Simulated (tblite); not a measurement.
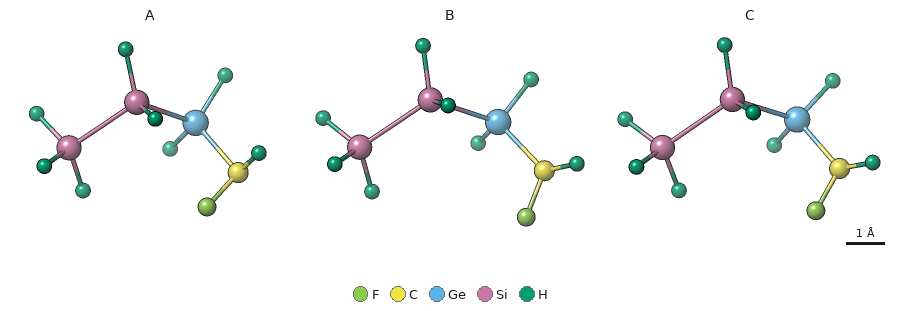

3 geometries from one relaxation of CH8FGeSi2 (multiplicity 2), in shuffled order. A ball-and-stick model, seen at a tilt.

Theory: tblite, GFN2-xTB geometry optimisation, gas phase. 

### Order the frames from highest to lowest energy.

A, C, B. They are steps 0, 26, 82, at +0.498 eV, +0.034 eV relative to the last. The atom that moves furthest after the best rigid fit is the F atom (0.68 Å). Largest moves by element: F 0.68 Å, H 0.59 Å, Si 0.25 Å, Ge 0.21 Å, C 0.17 Å. Among the contacts that change: Si–Si 2.245 → 2.323 Å, Ge–H 1.563 → 1.512 Å, Ge–Si 2.338 → 2.381 Å, C–H 1.119 → 1.082 Å. Among the angles between lasting bonds that change: Ge–C–H 106.3° → 126.5°, C–Ge–Si 105.2° → 117.6°, F–C–Ge 107.0° → 117.2°. The energy falls by 0.498 eV in 82 geometry steps. Cost: 0.63 s on 1 thread of AMD EPYC 7B13, on a shared host.
